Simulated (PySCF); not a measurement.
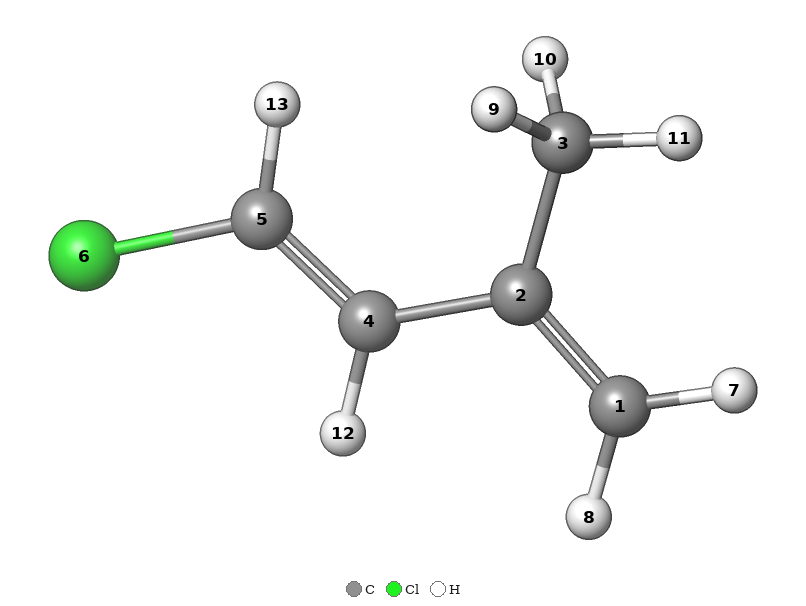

The atoms are numbered. The geometry was computed by an optimisation with PBE0-D3(BJ)/def2-SVP. No frequency run is at hand to confirm it as a minimum.

> How are the neighbours of atom 2 arranged?

C2 has 3 neighbours (C1 at 1.35, C3 at 1.50, C4 at 1.46 Å); the arrangement is trigonal planar.

> What is the geometry at C1?

C1 has 3 neighbours (C2 at 1.35, H7 at 1.09, H8 at 1.09 Å); the arrangement is trigonal planar.

> How are the neighbours of atom 5 arranged?

C5 has 3 neighbours (C4 at 1.34, Cl6 at 1.72, H13 at 1.09 Å); the arrangement is trigonal planar.

> How are the neighbours of atom 4 arranged?

C4 has 3 neighbours (C2 at 1.46, C5 at 1.34, H12 at 1.09 Å); the arrangement is trigonal planar.

> What is the dihedral angle C3–C2–C4–C5?

0° in size, that is syn (eclipsed).
